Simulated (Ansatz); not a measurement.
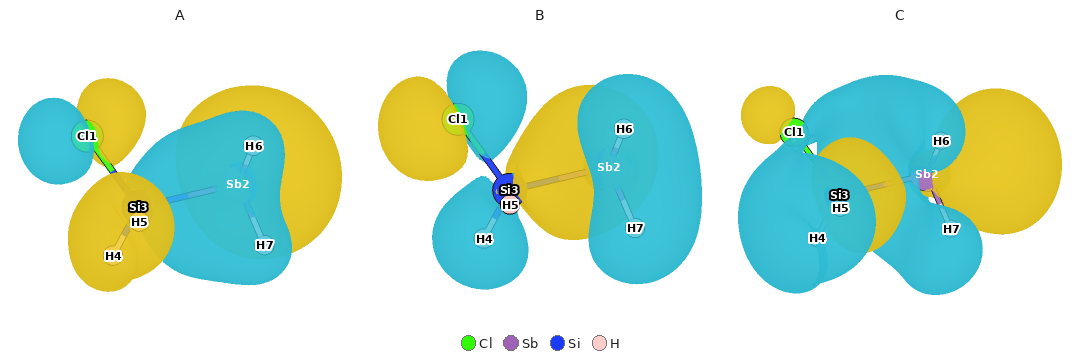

ClH4SbSi (SMILES Cl[SiH2][SbH2]). Three frontier orbitals at ±0.04 Å⁻³ᐟ² (yellow and cyan are the two phases), in no order.

Geometry: PBE0-D4/def2-SVP; core potentials replace the inner electrons of Sb.

The calculation used Ansatz, isolated molecule in a Gaussian basis; Kohn-Sham density functional theory, functional PBE0.

The calculation's input:

```
crystal:
  periodic: [false, false, false]
  atoms:
    - symbol: Cl
      position_ang: [-1.394409, 1.501350, -1.541614]
    - symbol: Sb
      position_ang: [-0.910216, -0.949988, 1.291769]
    - symbol: Si
      position_ang: [-0.103842, 1.160950, 0.052397]
    - symbol: H
      position_ang: [-0.166611, 2.343920, 0.960200]
    - symbol: H
      position_ang: [1.277921, 1.038204, -0.494765]
    - symbol: H
      position_ang: [-0.202097, -1.928946, 0.074017]
    - symbol: H
      position_ang: [0.548761, -0.964264, 2.200511]
basis:
  gaussian:
    orbitals: def2-TZVPD
hamiltonian:
  xc: {name: PBE0}
output: {forces: true, orbitals: {seedname: orbitals}}
```

Launched as:

```sh
ansatz run input.yaml --threads 2 --pin off --max-ram 5220MiB --events-out events.jsonl --progress --plain --runs-dir runs
```

### Which picture is the HOMO−1, the HOMO and the LUMO?

B is the HOMO−1 (−8.45 eV). It lies mainly on Sb2 (about 45 %), Cl1 (about 20 %), Si3 (about 10 %), H7 (about 10 %) and H6 (about 10 %). A is the HOMO (−7.45 eV). It lies mainly on Sb2 (about 60 %), Si3 (about 20 %) and Cl1 (about 5 %). C is the LUMO (−0.85 eV). It lies mainly on Sb2 (about 50 %), Si3 (about 25 %) and H5 (about 5 %).

### What is the HOMO–LUMO gap?

6.60 eV between the orbital energies.
